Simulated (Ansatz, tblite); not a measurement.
**The cluster Si₃H₅: isomers from a random search**

Aim: relax the candidate shapes of the cluster Si₃H₅ that a cheap search turned up, and see how the levels of theory order them.

Program: Ansatz 0.2.0, Gaussian basis. Level of theory: relaxed with PBE0-D4/def2-TZVP, doublet. These are calculated values, not measurements.

1 further run of the same task is left out (set aside as unsound or not needed). Runs told in other sessions of the task aren't counted.

## 1. Where the work starts

8 atoms, charge 0, spin multiplicity 2.

Atoms are counted from 1 here; the program's logs count them from 0.

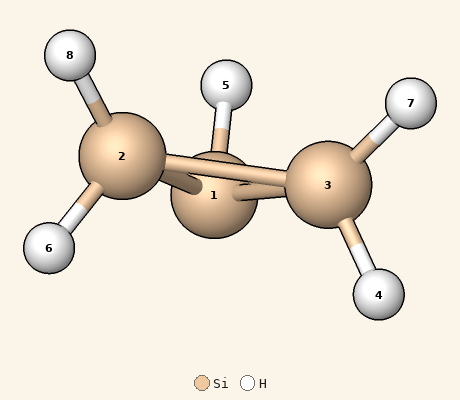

Start geometry, drawn with silicon light orange, hydrogen white; atoms are numbered from 1 in the order of the file.

Geometry (Å):

```xyz
8
H5Si3
Si    0.91217    1.34422    0.58772
Si   -1.15123    0.25686    0.37309
Si    0.79304   -0.57017   -0.75397
H     0.93394   -0.37235   -2.20698
H     1.52308    1.00208    1.90193
H    -2.19761    0.93320   -0.41317
H     1.20168   -1.98282   -0.67986
H    -2.01507   -0.61102    1.19124
```

A search from random starts with GFN1-xTB found 4 distinct shapes; 2 go on here. The structure above is candidate A, which lies 0.00 eV above the lowest at that level; B lies 0.94 eV above the lowest at that level.

## 2. Relaxing candidate A

File in.yaml:

```yaml
crystal:
  periodic: [false, false, false]
  atoms:
    - {symbol: Si, position_ang: [0.912170, 1.344220, 0.587720]}
    - {symbol: Si, position_ang: [-1.151230, 0.256860, 0.373090]}
    - {symbol: Si, position_ang: [0.793040, -0.570170, -0.753970]}
    - {symbol: H, position_ang: [0.933940, -0.372350, -2.206980]}
    - {symbol: H, position_ang: [1.523080, 1.002080, 1.901930]}
    - {symbol: H, position_ang: [-2.197610, 0.933200, -0.413170]}
    - {symbol: H, position_ang: [1.201680, -1.982820, -0.679860]}
    - {symbol: H, position_ang: [-2.015070, -0.611020, 1.191240]}
basis:
  gaussian: {orbitals: def2-TZVP}
magnetization: {spin_polarized: true, initial_magnetization: 1}
hamiltonian: {xc: pbe0, dispersion: d4}
scf: {lower_state_search: "off"}
output: {orbitals: {seedname: orbitals}}
relax: {f_tol: 0.02, max_steps: 100}
```

Command:

```sh
ansatz run in.yaml --threads 4 --pin off --events-out ev --progress --plain --max-ram 3916MiB
```

The log of the run, cut to the lines that bear on the results:

```text
Functional definition: PBE0
  name "PBE0"
  cite "Adamo & Barone, J. Chem. Phys. 110, 6158 (1999) doi:10.1063/1.478522"
  cite "Perdew, Burke & Ernzerhof, Phys. Rev. Lett. 77, 3865 (1996) doi:10.1103/PhysRevLett.77.3865"
  parent pbe
[...]
1024 factors; their error is unknown
[...]
mean field -23702.46330197 eV, -871.0494602406 hartree, gradient 5.8e-6 eV, S^2 0.762135; 0 other end points of the search recorded, 0 dependent functions left out
[...]
reference -23702.46333601 eV, -871.0494614918 hartree; 24, 23 occupied and 117, 118 virtual orbitals, 1024 factors
relax step   1: F+E_penalty+E_count = -23702.64172425 eV  Δ(F+E_penalty+E_count) = +0.000e0 eV  max|allowed force component| = 6.328e-1 eV/Å  Δτ_max = 0.0000 Å  (18 SCF iters, accepted)
[...]
relax step   3: F+E_penalty+E_count = -23702.95522183 eV  Δ(F+E_penalty+E_count) = -2.168e-2 eV  max|allowed force component| = 1.325e-1 eV/Å  Δτ_max = 0.0567 Å  (22 SCF iters, accepted)
[...]
relax step   5: F+E_penalty+E_count = -23702.97207288 eV  Δ(F+E_penalty+E_count) = -8.855e-3 eV  max|allowed force component| = 1.087e-1 eV/Å  Δτ_max = 0.1091 Å  (21 SCF iters, accepted)
[...]
relax step   7: F+E_penalty+E_count = -23702.93185041 eV  Δ(F+E_penalty+E_count) = +4.447e-2 eV  max|allowed force component| = 4.563e-1 eV/Å  Δτ_max = 0.1193 Å  (24 SCF iters, rejected (line search))
[...]
relax step   9: F+E_penalty+E_count = -23702.98045675 eV  Δ(F+E_penalty+E_count) = -2.071e-3 eV  max|allowed force component| = 4.460e-2 eV/Å  Δτ_max = 0.0479 Å  (21 SCF iters, accepted)
[...]
relax step  10: F+E_penalty+E_count = -23702.98101883 eV  Δ(F+E_penalty+E_count) = -5.621e-4 eV  max|allowed force component| = 1.143e-2 eV/Å  Δτ_max = 0.0119 Å  (22 SCF iters, accepted)
Total energy: -23702.98105309 eV, -871.0684872435 hartree
Atom 0 at     0.908754     1.303577     0.616155 Å, force     0.005082     0.006722     0.011428 eV/Å
Atom 1 at    -1.150708     0.310662     0.328522 Å, force    -0.011059    -0.000783    -0.003959 eV/Å
Atom 2 at     0.795742    -0.514222    -0.794699 Å, force    -0.000986    -0.011063    -0.011035 eV/Å
Atom 3 at     0.619415    -0.320961    -2.256799 Å, force     0.001266    -0.000657     0.003756 eV/Å
Atom 4 at     1.350200     0.620980     1.883244 Å, force    -0.000368     0.001537    -0.002884 eV/Å
Atom 5 at    -2.101693     0.832096    -0.686222 Å, force     0.002553    -0.000101     0.001214 eV/Å
Atom 6 at     1.443469    -1.817530    -0.499653 Å, force     0.000722     0.003244    -0.000220 eV/Å
Atom 7 at    -1.865179    -0.414601     1.409452 Å, force     0.002790     0.001100     0.001699 eV/Å
Dipole moment:    -0.043333    -0.067576    -0.026267 e Å
Checks for a lower state left out: stability, starts, cluster_reference, orbital_swaps, neighbouring_geometries, increment
```

Run time: 15 s. Hardware: 4 threads of AMD EPYC 7B13, shared host.

Along the way: (the energy doesn't fall at every step)

```csv
step,energy from step 1 (eV),largest force component (eV/Å)
1,0.0000,0.6328
2,-0.2918,0.3639
3,-0.3135,0.1325
4,-0.3215,0.0884
5,-0.3303,0.1087
6,-0.3346,0.2408
7,-0.2901,0.4563
8,-0.3367,0.0790
9,-0.3387,0.0446
10,-0.3393,0.0114
```

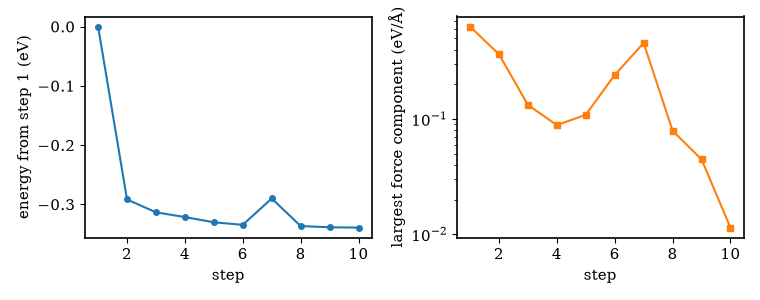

Energy and force, step by step.

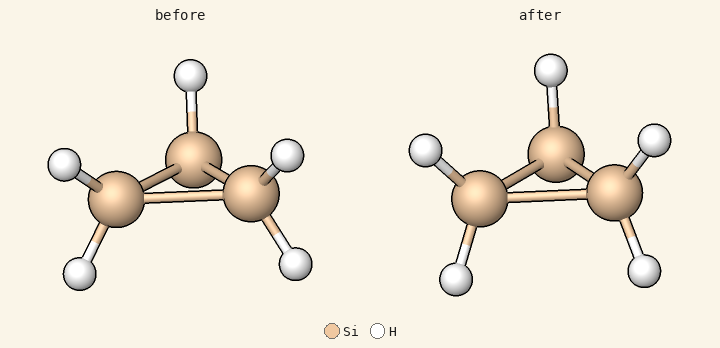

Before and after, at one scale.

Distances of close pairs at the start and the end, largest changes first:

```csv
bond,before (Å),after (Å),change (Å)
Si1–Si2,2.342,2.304,-0.038
Si1–Si3,2.341,2.304,-0.037
Si1–H5,1.489,1.505,+0.016
Si3–H7,1.472,1.485,+0.013
Si2–H8,1.473,1.485,+0.012
Si3–H4,1.473,1.485,+0.012
Si2–H6,1.473,1.485,+0.012
Si2–Si3,2.395,2.394,-0.001
```

## 3. Relaxing candidate B

File in.yaml:

```yaml
crystal:
  periodic: [false, false, false]
  atoms:
    - {symbol: Si, position_ang: [-0.296060, 1.242110, 1.353400]}
    - {symbol: Si, position_ang: [-0.371390, -1.569050, -1.032270]}
    - {symbol: Si, position_ang: [0.895860, 0.141290, -0.231800]}
    - {symbol: H, position_ang: [-1.335560, 2.193520, 0.920460]}
    - {symbol: H, position_ang: [0.315030, -2.421630, -2.022450]}
    - {symbol: H, position_ang: [1.827310, -0.595990, 0.671050]}
    - {symbol: H, position_ang: [-1.492480, -1.141930, -1.892750]}
    - {symbol: H, position_ang: [0.457300, 2.151680, 2.234370]}
basis:
  gaussian: {orbitals: def2-TZVP}
magnetization: {spin_polarized: true, initial_magnetization: 1}
hamiltonian: {xc: pbe0, dispersion: d4}
scf: {lower_state_search: "off"}
output: {orbitals: {seedname: orbitals}}
relax: {f_tol: 0.02, max_steps: 100}
```

Same command.

The log of the run, cut to the lines that bear on the results:

```text
Functional definition: PBE0
  name "PBE0"
  cite "Adamo & Barone, J. Chem. Phys. 110, 6158 (1999) doi:10.1063/1.478522"
  cite "Perdew, Burke & Ernzerhof, Phys. Rev. Lett. 77, 3865 (1996) doi:10.1103/PhysRevLett.77.3865"
  parent pbe
[...]
1024 factors; their error is unknown
[...]
mean field -23701.86906170 eV, -871.0276223135 hartree, gradient 3.6e-6 eV, S^2 0.922178; 0 other end points of the search recorded, 0 dependent functions left out
[...]
reference -23701.86909692 eV, -871.0276236081 hartree; 24, 23 occupied and 117, 118 virtual orbitals, 1024 factors
relax step   1: F+E_penalty+E_count = -23702.06547056 eV  Δ(F+E_penalty+E_count) = +0.000e0 eV  max|allowed force component| = 6.671e-1 eV/Å  Δτ_max = 0.0000 Å  (19 SCF iters, accepted)
[...]
Total energy: -23702.44984029 eV, -871.0489655330 hartree
Atom 0 at    -0.287281     1.348263     1.389565 Å, force    -0.003508     0.011997     0.002810 eV/Å
Atom 1 at    -0.388613    -1.517741    -1.171637 Å, force    -0.005430    -0.001828    -0.006831 eV/Å
Atom 2 at     0.780072    -0.077953     0.056835 Å, force     0.001221     0.002708    -0.000082 eV/Å
Atom 3 at    -1.480871     2.024074     0.817987 Å, force     0.012909    -0.008087     0.001803 eV/Å
Atom 4 at     0.386944    -2.438148    -2.042947 Å, force    -0.005015     0.002173     0.002180 eV/Å
Atom 5 at     2.022115    -0.649512     0.645285 Å, force    -0.002426     0.002768    -0.000922 eV/Å
Atom 6 at    -1.584654    -0.979563    -1.869760 Å, force     0.010635    -0.000612     0.007484 eV/Å
Atom 7 at     0.552298     2.290579     2.174683 Å, force    -0.008386    -0.009120    -0.006442 eV/Å
Dipole moment:    -0.008154    -0.001986     0.002348 e Å
Checks for a lower state left out: stability, starts, cluster_reference, orbital_swaps, neighbouring_geometries, increment
```

Wall time 10 s (4 threads of AMD EPYC 7B13, shared host).

Relaxation path:

```csv
step,energy from step 1 (eV),largest force component (eV/Å)
1,0.0000,0.6671
2,-0.2880,0.4015
3,-0.3463,0.2418
4,-0.3784,0.1212
5,-0.3834,0.0182
6,-0.3839,0.0158
7,-0.3843,0.0129
```

The force was under the threshold of 0.02 eV/Å already at step 5, but the program went on to step 7.

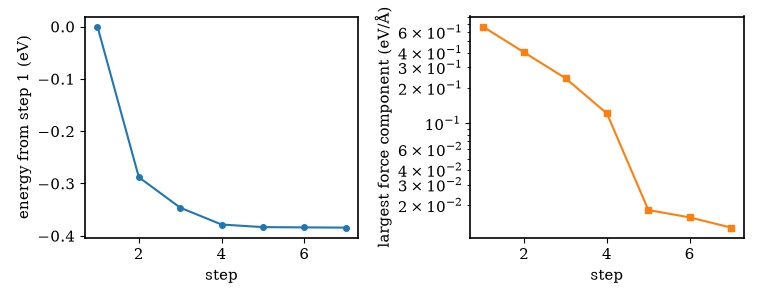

Energy and force, step by step.

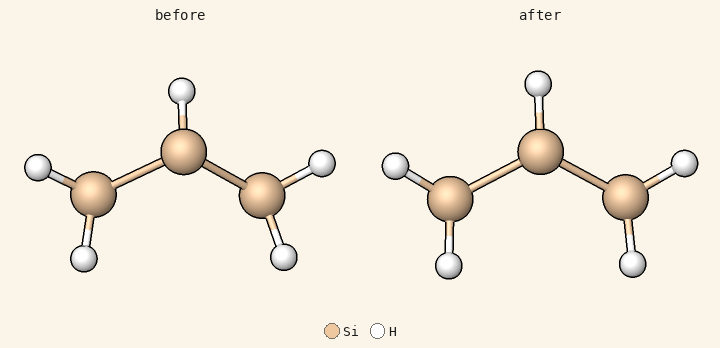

Before and after, at one scale.

Close pairs (by a distance rule), those that changed most:

```csv
bond,before (Å),after (Å),change (Å)
Si2–Si3,2.274,2.224,-0.050
Si1–Si3,2.268,2.225,-0.044
Si1–H8,1.473,1.486,+0.013
Si1–H4,1.474,1.486,+0.012
Si2–H5,1.476,1.486,+0.010
Si2–H7,1.476,1.486,+0.009
Si3–H6,1.492,1.488,-0.004
```

## 4. The relaxed candidates

```csv
candidate,point group,"bonds (count, mean Å)",energy above the lowest (eV)
A,Cs,"Si–Si 3, 2.33; H–Si 5, 1.49",0.000
B,Cs,"Si–Si 2, 2.22; H–Si 5, 1.49",0.531
```

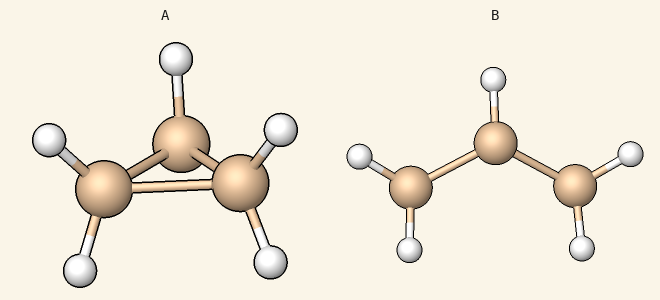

The candidates after relaxation.

## 5. Candidate B, GFN1-xTB

Tight binding, by tblite at 300 K electronic temperature and without a spin-polarisation term:

```python
tblite.interface.Calculator('GFN1-xTB', numbers, positions, charge=0, uhf=1).singlepoint()
```

Energy -219.5132 eV; 0.005 s.

## 6. Candidate B, GFN2-xTB

Tight binding, by tblite at 300 K electronic temperature and without a spin-polarisation term:

```python
tblite.interface.Calculator('GFN2-xTB', numbers, positions, charge=0, uhf=1).singlepoint()
```

Energy -206.9638 eV; 0.004 s.

## 7. Candidate B, PBE0-D4/def2-TZVP

start.molden holds the orbitals of an earlier run on this state, given as this run's starting guess.

File in.yaml:

```yaml
crystal:
  periodic: [false, false, false]
  atoms:
    - {symbol: Si, position_ang: [-0.287281, 1.348263, 1.389565]}
    - {symbol: Si, position_ang: [-0.388613, -1.517741, -1.171637]}
    - {symbol: Si, position_ang: [0.780072, -0.077953, 0.056835]}
    - {symbol: H, position_ang: [-1.480871, 2.024074, 0.817987]}
    - {symbol: H, position_ang: [0.386944, -2.438148, -2.042947]}
    - {symbol: H, position_ang: [2.022115, -0.649512, 0.645285]}
    - {symbol: H, position_ang: [-1.584654, -0.979563, -1.869760]}
    - {symbol: H, position_ang: [0.552298, 2.290579, 2.174683]}
basis:
  gaussian: {orbitals: def2-TZVP, initial_orbitals: start.molden}
magnetization: {spin_polarized: true, initial_magnetization: 1}
hamiltonian: {xc: pbe0, dispersion: d4}
scf: {omitted_lower_state_checks: [starts]}
output: {orbitals: {seedname: orbitals}}
```

The command is unchanged.

The log of the run:

```text
Functional definition: PBE0
  name "PBE0"
  cite "Adamo & Barone, J. Chem. Phys. 110, 6158 (1999) doi:10.1063/1.478522"
  cite "Perdew, Burke & Ernzerhof, Phys. Rev. Lett. 77, 3865 (1996) doi:10.1103/PhysRevLett.77.3865"
  parent pbe
  parameter a = 0.25
  parameter kappa = 0.804
  parameter beta = 0.06672455060314922
  exchange = (1 - a)*pbe_x(kappa = kappa, mu = beta*pi^2/3) + a*exact_x
  correlation = pbe_c(beta = beta)
these checks for a lower state are left out or cut short: starts
1024 factors; their error is unknown
mean field evaluation 1: about -23615.1218 eV, gradient 7.4e1 eV
mean field evaluation 2: about -23640.4166 eV, gradient 4.4e1 eV
mean field evaluation 4: about -23694.2809 eV, gradient 1.8e1 eV
mean field evaluation 8: about -23702.2556 eV, gradient 2.4e-1 eV
mean field -23702.25642656 eV, -871.0418577098 hartree, gradient 1.9e-5 eV, S^2 0.873011; 0 other end points of the search recorded, 0 dependent functions left out
reference -23702.25646251 eV, -871.0418590306 hartree; 24, 23 occupied and 117, 118 virtual orbitals, 1024 factors
Total energy: -23702.44982831 eV, -871.0489650928 hartree
Checks for a lower state left out: starts
```

Wall time 2.1 s (4 threads of AMD EPYC 7B13, shared host).

Report: HOMO -5.75 eV, LUMO -2.94 eV (over both spins); ⟨S²⟩ 0.873 (pure: 0.75).

## 8. Candidate B, PBE-D4/def2-TZVP

Edit in.yaml of step 7 so:

```diff
@@ -14,4 +14,4 @@
 magnetization: {spin_polarized: true, initial_magnetization: 1}
-hamiltonian: {xc: pbe0, dispersion: d4}
+hamiltonian: {xc: pbe, dispersion: d4}
 scf: {omitted_lower_state_checks: [starts]}
-output: {orbitals: {seedname: orbitals}}
+output: {forces: true, orbitals: {seedname: orbitals}}
```

Same command.

The log of the run, cut to the lines that bear on the results:

```text
Functional definition: PBE
  name "PBE"
  cite "Perdew, Burke & Ernzerhof, Phys. Rev. Lett. 77, 3865 (1996) doi:10.1103/PhysRevLett.77.3865"
  parent pbe
[...]
976 factors; their error is unknown
[...]
mean field -23700.00358426 eV, -870.9590672822 hartree, gradient 2.4e-5 eV, S^2 0.796264; 0 other end points of the search recorded, 0 dependent functions left out
[...]
reference -23700.00363143 eV, -870.9590690155 hartree; 24, 23 occupied and 117, 118 virtual orbitals, 976 factors
Total energy: -23700.22935255 eV, -870.9673641136 hartree
Atom 0 at    -0.287281     1.348263     1.389565 Å, force    -0.016065    -0.109719     0.059240 eV/Å
Atom 1 at    -0.388613    -1.517741    -1.171637 Å, force    -0.015836    -0.043533     0.120566 eV/Å
Atom 2 at     0.780072    -0.077953     0.056835 Å, force    -0.037335     0.078497    -0.082861 eV/Å
Atom 3 at    -1.480871     2.024074     0.817987 Å, force    -0.122403     0.073248    -0.066653 eV/Å
Atom 4 at     0.386944    -2.438148    -2.042947 Å, force     0.085589    -0.101272    -0.105065 eV/Å
Atom 5 at     2.022115    -0.649512     0.645285 Å, force     0.141349    -0.066786     0.070859 eV/Å
Atom 6 at    -1.584654    -0.979563    -1.869760 Å, force    -0.124990     0.063495    -0.076793 eV/Å
Atom 7 at     0.552298     2.290579     2.174683 Å, force     0.089691     0.106069     0.080708 eV/Å
Dipole moment:    -0.006050    -0.001148     0.001306 e Å
Checks for a lower state left out: starts
```

Run time: 1.4 s. Hardware: 4 threads of AMD EPYC 7B13, shared host.

HOMO -4.84 eV, LUMO -3.77 eV (over both spins); ⟨S²⟩ 0.796 (pure: 0.75).

## 9. Candidate B, r2SCAN-D4/def2-TZVP

Edit in.yaml of step 8 so:

```diff
@@ -14,4 +14,4 @@
 magnetization: {spin_polarized: true, initial_magnetization: 1}
-hamiltonian: {xc: pbe, dispersion: d4}
+hamiltonian: {xc: r2scan, dispersion: d4}
 scf: {omitted_lower_state_checks: [starts]}
-output: {forces: true, orbitals: {seedname: orbitals}}
+output: {orbitals: {seedname: orbitals}}
```

Launched as before.

The log of the run:

```text
Functional definition: r2SCAN
  name "r2SCAN"
  cite "Furness, Kaplan, Ning, Perdew & Sun, J. Phys. Chem. Lett. 11, 8208 (2020) doi:10.1021/acs.jpclett.0c02405"
  cite "Furness, Kaplan, Ning, Perdew & Sun, J. Phys. Chem. Lett. 11, 9248 (2020) doi:10.1021/acs.jpclett.0c03077"
  parent r2scan
  parameter k0 = 0.174
  parameter k1 = 0.065
  parameter a1 = 4.9479
  exchange = r2scan_x(k0 = k0, k1 = k1, a1 = a1)
  correlation = r2scan_c
these checks for a lower state are left out or cut short: starts
976 factors; their error is unknown
mean field evaluation 1: about -23710.1206 eV, gradient 5.1e0 eV
mean field evaluation 2: about -23710.1557 eV, gradient 5.9e-2 eV
mean field evaluation 4: about -23710.1377 eV, gradient 2.1e-4 eV
mean field -23710.13769096 eV, -871.3314888344 hartree, gradient 1.8e-5 eV, S^2 0.886909; 0 other end points of the search recorded, 0 dependent functions left out
reference -23710.13770874 eV, -871.3314894876 hartree; 24, 23 occupied and 117, 118 virtual orbitals, 976 factors
Total energy: -23710.18874713 eV, -871.3333651138 hartree
Checks for a lower state left out: starts
```

It took 2.7 s on 4 threads of AMD EPYC 7B13, shared host.

Report: HOMO -5.20 eV, LUMO -3.35 eV (over both spins); ⟨S²⟩ 0.887 (pure: 0.75).

## 10. Candidate B, revPBE-D4/def2-TZVP

Edit in.yaml of step 9 so:

```diff
@@ -14,3 +14,3 @@
 magnetization: {spin_polarized: true, initial_magnetization: 1}
-hamiltonian: {xc: r2scan, dispersion: d4}
+hamiltonian: {xc: {name: revPBE}, dispersion: d4}
 scf: {omitted_lower_state_checks: [starts]}
```

Launched as before.

The log of the run:

```text
Functional definition: revPBE
  name "revPBE"
  cite "Zhang & Yang, Phys. Rev. Lett. 80, 890 (1998) doi:10.1103/PhysRevLett.80.890"
  cite "Perdew, Burke & Ernzerhof, Phys. Rev. Lett. 77, 3865 (1996) doi:10.1103/PhysRevLett.77.3865"
  parameter kappa = 1.245
  parameter beta = 0.06672455060314922
  exchange = pbe_x(kappa = kappa, mu = beta*pi^2/3)
  correlation = pbe_c(beta = beta)
these checks for a lower state are left out or cut short: starts
976 factors; their error is unknown
mean field evaluation 1: about -23707.5411 eV, gradient 6.1e0 eV
mean field evaluation 2: about -23707.6115 eV, gradient 1.4e-1 eV
mean field evaluation 4: about -23707.5985 eV, gradient 5.8e-3 eV
mean field -23707.59853856 eV, -871.2381767048 hartree, gradient 1.0e-5 eV, S^2 0.807098; 0 other end points of the search recorded, 0 dependent functions left out
reference -23707.59859759 eV, -871.2381788738 hartree; 24, 23 occupied and 117, 118 virtual orbitals, 976 factors
Total energy: -23708.16187229 eV, -871.2588788375 hartree
Checks for a lower state left out: starts
```

It took 1.3 s on 4 threads of AMD EPYC 7B13, shared host.

From the report: HOMO -4.83 eV, LUMO -3.66 eV (over both spins); ⟨S²⟩ 0.807 (pure: 0.75).

## 11. Candidate B, BLYP-D4/def2-TZVP

Edit in.yaml of step 10 so:

```diff
@@ -14,3 +14,3 @@
 magnetization: {spin_polarized: true, initial_magnetization: 1}
-hamiltonian: {xc: {name: revPBE}, dispersion: d4}
+hamiltonian: {xc: {name: BLYP}, dispersion: d4}
 scf: {omitted_lower_state_checks: [starts]}
```

Same command.

The log of the run:

```text
Functional definition: BLYP
  name "BLYP"
  cite "Becke, Phys. Rev. A 38, 3098 (1988) doi:10.1103/PhysRevA.38.3098"
  cite "Lee, Yang & Parr, Phys. Rev. B 37, 785 (1988) doi:10.1103/PhysRevB.37.785"
  parameter beta = 0.0042
  parameter a = 0.04918
  parameter b = 0.132
  parameter c = 0.2533
  parameter d = 0.349
  exchange = b88_x(beta = beta)
  correlation = lyp_c(a = a, b = b, c = c, d = d)
these checks for a lower state are left out or cut short: starts
976 factors; their error is unknown
mean field evaluation 1: about -23711.7553 eV, gradient 9.7e0 eV
mean field evaluation 2: about -23711.9708 eV, gradient 3.1e-1 eV
mean field evaluation 4: about -23711.9619 eV, gradient 3.6e-2 eV
mean field -23711.96187103 eV, -871.3985262155 hartree, gradient 8.3e-5 eV, S^2 0.779367; 0 other end points of the search recorded, 0 dependent functions left out
reference -23711.96225403 eV, -871.3985402902 hartree; 24, 23 occupied and 117, 118 virtual orbitals, 976 factors
Total energy: -23712.44278849 eV, -871.4161996059 hartree
Checks for a lower state left out: starts
```

Wall time 1.2 s (4 threads of AMD EPYC 7B13, shared host).

From the report: HOMO -4.58 eV, LUMO -3.71 eV (over both spins); ⟨S²⟩ 0.779 (pure: 0.75).

## 12. Candidate B, CCSD(T)/def2-TZVPP

Edit in.yaml of step 11 so:

```diff
@@ -12,6 +12,6 @@
 basis:
-  gaussian: {orbitals: def2-TZVP, initial_orbitals: start.molden}
+  gaussian: {orbitals: def2-TZVPP, initial_orbitals: start.molden}
 magnetization: {spin_polarized: true, initial_magnetization: 1}
-hamiltonian: {xc: {name: BLYP}, dispersion: d4}
-scf: {omitted_lower_state_checks: [starts]}
+correlation: {method: ccsd_t}
+scf: {omitted_lower_state_checks: [starts, cluster_reference]}
 output: {orbitals: {seedname: orbitals}}
```

Launched as before.

The log of the run, cut to the lines that bear on the results:

```text
Functional definition: HF
  name "HF"
  cite "Fock, Z. Phys. 61, 126 (1930) doi:10.1007/BF01340294"
  parent pbe
[...]
1114 factors; integrals over basis functions are off by at most 6.6e-4 eV
[...]
mean field -23664.32554171 eV, -869.6479234019 hartree, gradient 2.8e-6 eV, S^2 1.241673; 0 other end points of the search recorded, 0 dependent functions left out
15 core orbitals not correlated: weight in the atoms' cores, before any rotation towards them, 1.000 or more for the frozen orbitals, at most 0.000 for the correlated occupied ones
reference -23664.32554171 eV, -869.6479234019 hartree; 9, 8 occupied and 172, 173 virtual orbitals, 1114 factors
second order -8.87786690 eV of doubles, -0.00000000 eV of singles
cycle   1  -10.00118188 eV  change    -1.1e0 eV  update   1.1e-1
[...]
cycle  12  -10.65358882 eV  change   -4.8e-6 eV  update   1.2e-5
perturbative correction -0.49991477 eV, -0.0183715290 hartree
Total energy: -23675.47904530 eV, -870.0578070987 hartree
Checks for a lower state left out: starts, cluster_reference
```

Run time: 3.3 min. Hardware: 4 threads of AMD EPYC 7B13, shared host; peak memory 2 GiB.

Report: Hartree-Fock HOMO -8.17 eV, LUMO 0.73 eV (over both spins); ⟨S²⟩ 1.242 (pure: 0.75); T1 0.044. Doubts: spin contamination.

## 13. B against A

The energies of A at these levels come from its own runs, whose logs aren't repeated here.

```csv
level,B above A (eV),time
GFN1-xTB,+1.007,0.01 s
GFN2-xTB,-0.202,0.008 s
HF/def2-TZVPP†,+0.092,
PBE-D4/def2-TZVP,+0.480,2.9 s
revPBE-D4/def2-TZVP,+0.430,2.6 s
BLYP-D4/def2-TZVP,+0.277,2.5 s
r2SCAN-D4/def2-TZVP,+0.466,5.4 s
PBE0-D4/def2-TZVP,+0.531,4 s
MP2/def2-TZVPP†,+0.720,
CCSD/def2-TZVPP†,+0.445,
CCSD(T)/def2-TZVPP†,+0.470,6.6 min
```

Times add the two runs; a level without a time comes out of a correlated run. † marks a level with a doubtful state (flagged, unstable, out of aufbau order, or strongly spin-contaminated); such levels are left out of the summary. CCSD(T)/def2-TZVPP is no safe reference here (spin contamination).

## 14. Summary of results

| quantity | value |
| --- | --- |
| B above A, range of the levels free of doubt, tight binding aside | +0.277 to +0.531 eV |
| levels that put B lower | GFN2-xTB |

The levels disagree on B and A: 1 of 7 put B lower. The search was small, so a lower isomer may exist. Only doublets are compared; another spin may lie lower and prefer another shape.
